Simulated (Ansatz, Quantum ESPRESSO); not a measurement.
# MgS (Niningerite): third-order response

Aim: Raman and infrared lines of MgS (Niningerite).

Method: DFT LDA, scalar-relativistic, plane waves, PseudoDojo norm-conserving pseudopotentials, in Quantum ESPRESSO 8.0 development, patched.

## 1. Starting point

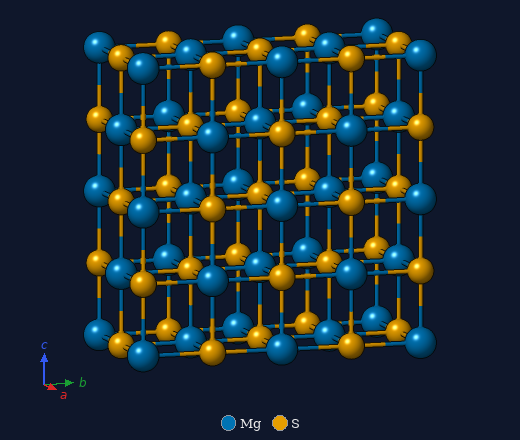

The starting structure, seen slightly off an axis (magnesium blue, sulfur orange). 1×2×2 cells are drawn. This picture shows the conventional cell, with its axes. Some periodic images of atoms are drawn too.

## 2. A probe with smearing

Before anything dear is run, a loose run with smearing shows whether this is a metal and how far the cell is from rest.

Contents of probe.in:

```
&control
   calculation = 'scf'
   prefix = 'x'
   outdir = './tmp'
   pseudo_dir = './pseudo'
   tprnfor = .true.
   tstress = .true.
   verbosity = 'high'
/
&system
   ibrav = 2
   celldm(1) = 9.83281194
   nat = 2
   ntyp = 2
   ecutwfc = 84.0
   occupations = 'smearing'
   smearing = 'gaussian'
   degauss = 0.01
/
&electrons
   conv_thr = 1.0d-07
   mixing_beta = 0.7
   electron_maxstep = 100
/
ATOMIC_SPECIES
 Mg     24.3050  Mg.upf
 S      32.0600  S.upf
ATOMIC_POSITIONS crystal
 Mg     0.000000000   0.000000000   0.000000000
 S      0.500000000   0.500000000   0.500000000
K_POINTS automatic
 6 6 6 0 0 0
```

Launch:

```bash
> OMP_NUM_THREADS=1 mpirun -n 2 pw.x -nk 2 -in probe.in > probe.out
```

Output:

```text
[banners, grids, parts of the stress and lines that vanish by symmetry left out]
Program PWSCF v.8.0dev
     bravais-lattice index     =            2
     lattice parameter (alat)  =       9.8328  a.u.
[...]
kinetic-energy cutoff     =      84.0000  Ry
     charge density cutoff     =     336.0000  Ry
     scf convergence threshold =      1.0E-07
[...]
Exchange-correlation= SLA-PW-NOGX-NOGC
                           (   1   4   0   0   0   0   0)
[...]
48 Sym. Ops., with inversion, found
[...]
(     0          1          0      )
                  (     0          0          1      )
[...]
(  0.0000000  1.0000000  0.0000000 )
                  (  0.0000000  0.0000000  1.0000000 )
[...]
(     1          0         -1      )
                  (     0          0         -1      )
[...]
(  0.0000000 -1.0000000  0.0000000 )
[...]
(     0          1         -1      )
                  (     0          1          0      )
[...]
( -1.0000000  0.0000000  0.0000000 )
                  (  0.0000000  1.0000000  0.0000000 )
[...]
number of k points=    16  Gaussian smearing, width (Ry)=  0.0100
[...]
End of self-consistent calculation
[...]
the Fermi energy is     7.9962 ev
!    total energy              =    -140.89756117 Ry
[...]
convergence has been achieved in   6 iterations
[...]
atom    1 type  1   force =     0.00000000    0.00000000    0.00000000
     atom    2 type  2   force =     0.00000000    0.00000000    0.00000000
[...]
Total force =     0.000000     Total SCF correction =     0.000000
[...]
total   stress  (Ry/bohr**3)                   (kbar)     P=      -31.47
[...]
XML data file, charge density, pseudopotentials, collected wavefunctions

   JOB DONE.
```

It took 4.4 s on 2 MPI ranks of Intel Xeon Platinum 8488C (Sapphire Rapids), shared host.

Numbers from this step:

- volume per atom: 17.61 Å³
- pressure: -3.147 GPa
- gap on the k-mesh: 2.559 eV

A gap of 2.6 eV opens on this mesh, so the crystal is taken as an insulator; the start stands at -3.1 GPa.

## 3. Relaxing the cell and atoms

The relaxation runs at a cutoff a fifth above that of the response, since stress converges more slowly with the basis than frequencies do. Forces and stress are brought to rest with tight thresholds.

Contents of relax.in:

```
&control
   calculation = 'vc-relax'
   prefix = 'x'
   outdir = './tmp'
   pseudo_dir = './pseudo'
   tprnfor = .true.
   tstress = .true.
   forc_conv_thr = 2.0d-05
   etot_conv_thr = 1.0d-07
   nstep = 40
/
&system
   ibrav = 2
   celldm(1) = 9.83281194
   nat = 2
   ntyp = 2
   ecutwfc = 101
   occupations = 'fixed'
   nbnd = 10
/
&electrons
   conv_thr = 1.0d-11
   mixing_beta = 0.7
   electron_maxstep = 100
/
&ions
/
&cell
   press_conv_thr = 0.2
/
ATOMIC_SPECIES
 Mg     24.3050  Mg.upf
 S      32.0600  S.upf
ATOMIC_POSITIONS crystal
 Mg     0.000000000   0.000000000   0.000000000
 S      0.500000000   0.500000000   0.500000000
K_POINTS automatic
 6 6 6 0 0 0
```

Launch:

```bash
> OMP_NUM_THREADS=1 mpirun -n 2 pw.x -nk 2 -in relax.in > relax.out
```

Output:

```text
[banners, grids, parts of the stress and lines that vanish by symmetry left out]
[banner, memory and clock lines left out]
Program PWSCF v.8.0dev

[...]
kinetic-energy cutoff     =     101.0000  Ry
     charge density cutoff     =     404.0000  Ry
     scf convergence threshold =      1.0E-11
[...]
energy convergence thresh.=      1.0E-07
     force convergence thresh. =      2.0E-05
     press convergence thresh. =      2.0E-01
     Exchange-correlation= SLA-PW-NOGX-NOGC
                           (   1   4   0   0   0   0   0)
[...]
48 Sym. Ops., with inversion, found
[...]
number of k points=    16
[...]
End of self-consistent calculation
[...]
highest occupied, lowest unoccupied level (ev):     6.1711    8.7305
!    total energy              =    -140.89759393 Ry
[...]
convergence has been achieved in  10 iterations
[...]
atom    1 type  1   force =     0.00000000    0.00000000    0.00000000
     atom    2 type  2   force =     0.00000000    0.00000000    0.00000000
     Total force =     0.000000     Total SCF correction =     0.000000
[...]
total   stress  (Ry/bohr**3)                   (kbar)     P=      -31.42
[...]
number of bfgs steps    =   0
[...]
CELL_PARAMETERS (alat=  9.83281194)
[...]
ATOMIC_POSITIONS (crystal)
Mg               0.0000000000        0.0000000000        0.0000000000
S                0.5000000000        0.5000000000        0.5000000000
[...]
New effective cutoffs (rho, wfc):  407.35  102.08
[...]
End of self-consistent calculation
[...]
highest occupied, lowest unoccupied level (ev):     6.3580    8.9508
!    total energy              =    -140.89825536 Ry
[...]
convergence has been achieved in   6 iterations
[...]
atom    1 type  1   force =     0.00000000    0.00000000    0.00000000
     atom    2 type  2   force =     0.00000000    0.00000000    0.00000000
     Total force =     0.000000     Total SCF correction =     0.000000
[...]
total   stress  (Ry/bohr**3)                   (kbar)     P=      -19.79
[...]
number of bfgs steps    =   1
[...]
CELL_PARAMETERS (alat=  9.83281194)
[...]
ATOMIC_POSITIONS (crystal)
Mg               0.0000000000        0.0000000000        0.0000000000
S                0.5000000000        0.5000000000        0.5000000000
[...]
New effective cutoffs (rho, wfc):  414.00  103.74
[...]
End of self-consistent calculation
[...]
highest occupied, lowest unoccupied level (ev):     6.6464    9.2891
!    total energy              =    -140.89865277 Ry
[...]
convergence has been achieved in   7 iterations
[...]
atom    1 type  1   force =     0.00000000   -0.00000000   -0.00000000
     atom    2 type  2   force =     0.00000000    0.00000000    0.00000000
     Total force =     0.000000     Total SCF correction =     0.000000
[...]
total   stress  (Ry/bohr**3)                   (kbar)     P=       -0.67
[...]
number of bfgs steps    =   2
[...]
CELL_PARAMETERS (alat=  9.83281194)
[...]
ATOMIC_POSITIONS (crystal)
[...]
New effective cutoffs (rho, wfc):  414.23  103.80
[...]
End of self-consistent calculation
[...]
highest occupied, lowest unoccupied level (ev):     6.6565    9.3010
!    total energy              =    -140.89865319 Ry
[...]
convergence has been achieved in   6 iterations
[...]
atom    1 type  1   force =     0.00000000    0.00000000    0.00000000
     atom    2 type  2   force =     0.00000000    0.00000000   -0.00000000
     Total force =     0.000000     Total SCF correction =     0.000000
[...]
total   stress  (Ry/bohr**3)                   (kbar)     P=        0.03
[...]
number of bfgs steps    =   3
[...]
small trust_radius: resetting bfgs history
[...]
CELL_PARAMETERS (alat=  9.83281194)
[...]
ATOMIC_POSITIONS (crystal)
[...]
New effective cutoffs (rho, wfc):  414.22  103.80
[...]
End of self-consistent calculation
[...]
highest occupied, lowest unoccupied level (ev):     6.6564    9.3008
!    total energy              =    -140.89865319 Ry
[...]
convergence has been achieved in   3 iterations
[...]
atom    1 type  1   force =     0.00000000    0.00000000    0.00000000
     atom    2 type  2   force =     0.00000000    0.00000000    0.00000000
     Total force =     0.000000     Total SCF correction =     0.000000
[...]
total   stress  (Ry/bohr**3)                   (kbar)     P=        0.02
[...]
bfgs converged in   5 scf cycles and   4 bfgs steps
[...]
End of BFGS Geometry Optimization
     Final enthalpy           =    -140.8986531910 Ry
     File ./tmp/x.bfgs deleted, as requested
[...]
CELL_PARAMETERS (alat=  9.83281194)
[...]
ATOMIC_POSITIONS (crystal)
Mg               0.0000000000        0.0000000000       -0.0000000000
S                0.5000000000        0.5000000000        0.5000000000
[...]
Final scf calculation at the relaxed structure.
[...]
kinetic-energy cutoff     =     101.0000  Ry
     charge density cutoff     =     404.0000  Ry
     scf convergence threshold =      1.0E-13
[...]
press convergence thresh. =      2.0E-01
     Exchange-correlation= SLA-PW-NOGX-NOGC
                           (   1   4   0   0   0   0   0)
[...]
48 Sym. Ops., with inversion, found
[...]
number of k points=    16
[...]
End of self-consistent calculation
[...]
highest occupied, lowest unoccupied level (ev):     6.6564    9.3008
!    total energy              =    -140.89865104 Ry
[...]
convergence has been achieved in  12 iterations
[...]
atom    1 type  1   force =     0.00000000   -0.00000000    0.00000000
     atom    2 type  2   force =     0.00000000    0.00000000    0.00000000
     Total force =     0.000000     Total SCF correction =     0.000000
[...]
total   stress  (Ry/bohr**3)                   (kbar)     P=       -0.00
[...]
XML data file, charge density, pseudopotentials, collected wavefunctions
```

It took 21 s on 2 MPI ranks.

Step by step:

```csv
step,energy less that of the first step (eV),largest force (eV/Å),pressure (GPa),volume (Å³)
1,0.0000,0.0000,-3.14,35.22
2,-0.0090,0.0000,-1.98,34.66
3,-0.0144,0.0000,-0.07,33.83
4,-0.0144,0.0000,0.00,33.80
5,-0.0144,0.0000,0.00,33.80
6,-0.0144,0.0000,0.00,33.80
```

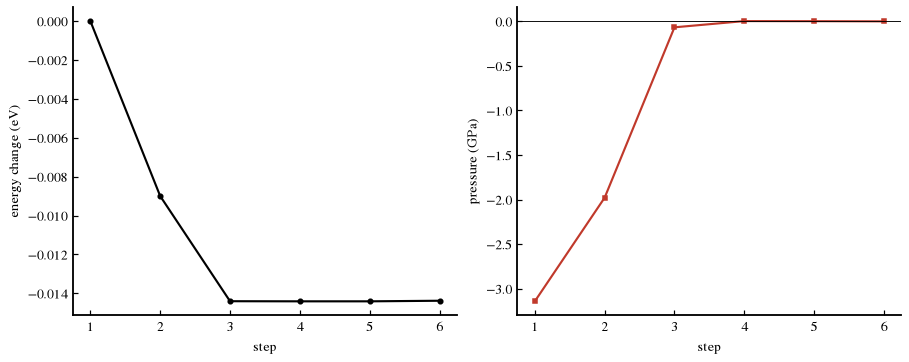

Energy and pressure along the relaxation.

```csv
"conventional cell, symmetrised",before,after,change
a (Å),5.203,5.132,-1.4 %
b (Å),5.203,5.132,-1.4 %
c (Å),5.203,5.132,-1.4 %
volume (Å³/atom),17.61,16.90,-4.0 %
```

Final coordinates:

```cif
data_structure
_symmetry_space_group_name_H-M 'P 1'
_symmetry_Int_Tables_number 1
_cell_length_a 3.6292
_cell_length_b 3.6292
_cell_length_c 3.6292
_cell_angle_alpha 60.000
_cell_angle_beta 60.000
_cell_angle_gamma 60.000
_cell_volume 33.80
loop_
_atom_site_label
_atom_site_type_symbol
_atom_site_fract_x
_atom_site_fract_y
_atom_site_fract_z
_atom_site_occupancy
Mg1 Mg 0.00000 0.00000 0.00000 1
S2 S 0.50000 0.50000 0.50000 1
```

The last row of the table of steps is pw.x's closing run on a basis chosen anew for the final cell, so its energy can jump.

This step gave:

| Item | Value |
| --- | --- |
| volume per atom | 16.90 Å³ |
| pressure | 0 GPa |
| gap on the k-mesh | 2.644 eV |

The volume changes by -4.0 % from the cell with which this run began.

## 4. Self-consistent run for the response

The response is built on this ground state, so it is converged far tighter than an energy would need. With a gap, occupations are fixed, which also allows the response to an electric field.

Contents of scf.in:

```
&control
   calculation = 'scf'
   prefix = 'x'
   outdir = './tmp'
   pseudo_dir = './pseudo'
   tprnfor = .true.
   tstress = .true.
/
&system
   ibrav = 2
   celldm(1) = 9.69885474
   nat = 2
   ntyp = 2
   ecutwfc = 84.0
   occupations = 'fixed'
   nbnd = 10
/
&electrons
   conv_thr = 1.0d-12
   mixing_beta = 0.7
   electron_maxstep = 100
/
ATOMIC_SPECIES
 Mg     24.3050  Mg.upf
 S      32.0600  S.upf
ATOMIC_POSITIONS crystal
 Mg     0.000000000   0.000000000   0.000000000
 S      0.500000000   0.500000000   0.500000000
K_POINTS automatic
 8 8 8 0 0 0
```

Launch:

```bash
> OMP_NUM_THREADS=1 mpirun -n 2 pw.x -nk 2 -in scf.in > scf.out
```

Output:

```text
[banners, grids, parts of the stress and lines that vanish by symmetry left out]
[banner, memory and clock lines left out]
Program PWSCF v.8.0dev

[...]
kinetic-energy cutoff     =      84.0000  Ry
     charge density cutoff     =     336.0000  Ry
     scf convergence threshold =      1.0E-12
[...]
Exchange-correlation= SLA-PW-NOGX-NOGC
                           (   1   4   0   0   0   0   0)
[...]
48 Sym. Ops., with inversion, found
[...]
number of k points=    29
[...]
End of self-consistent calculation
[...]
highest occupied, lowest unoccupied level (ev):     6.6537    9.3007
!    total energy              =    -140.89886075 Ry
[...]
convergence has been achieved in  11 iterations
[...]
atom    1 type  1   force =     0.00000000    0.00000000    0.00000000
     atom    2 type  2   force =     0.00000000    0.00000000    0.00000000
     Total force =     0.000000     Total SCF correction =     0.000000
[...]
total   stress  (Ry/bohr**3)                   (kbar)     P=       -0.46
[...]
XML data file, charge density, pseudopotentials, collected wavefunctions
```

It took 9.3 s on 2 MPI ranks.

Numbers from this step:

| Property | Result |
| --- | --- |
| pressure | -0.04600 GPa |
| gap on the k-mesh | 2.647 eV |

The cell stands at -0.046 GPa, close enough for phonons.

[end of part 1 of 3]

[Host names and launcher messages were left out of these logs when they were recorded.]

[Logs are printed without paths, hosts, clocks, repeated set-up lines and the standing remarks that a program may print on its own settings, such as how far it seeks lower states.]

[Hosts, paths, dates, database ids (printed as entryN), source tags and the programs' standing remarks are cut or masked in the printed files.]
